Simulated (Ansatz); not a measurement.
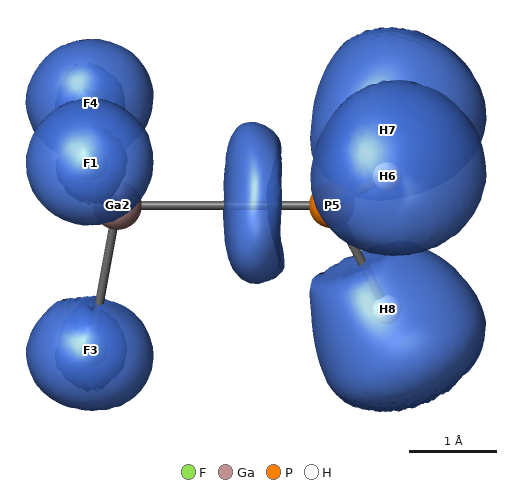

*F$_{3}$GaH$_{3}$P (SMILES [F][Ga-]([F])([F])[PH3+]). Isosurface of the electron localisation function at 0.8 (blue), seen from one side. Only the valence region is drawn (cores and ρ < 0.01 e/Å³ removed).*

Geometry: PBE0-D4/def2-TZVP.

The calculation used isolated molecule in a Gaussian basis; Hartree-Fock in Ansatz 0.2.0.

```xyz
8

F    -0.1504   -2.0403    1.2769
Ga    0.7361   -1.1710    0.0384
F     2.3093   -0.5370    0.4839
F     0.5406   -1.7230   -1.6146
P    -0.5812    0.9441   -0.0442
H    -1.6705    1.0588    0.8375
H    -1.1972    1.2715   -1.2651
H     0.1055    2.1398    0.2313
```

**Where are the electrons localised?**

The ELF exceeds this value in three regions around hydrogen nuclei, one lobe of the valence shell of P pointing towards Ga (polar bonds) and three regions wrapped around F (the valence shell of each).

Values along the shortest contacts:
Ga–F (1.75 Å): the ELF peaks at about 0.85 in the valence shell of F, 0.5 Å from its nucleus, and is about 0.15 at the midpoint. Ga–P (2.49 Å): the ELF peaks at about 1 between the atoms (a covalent bond).
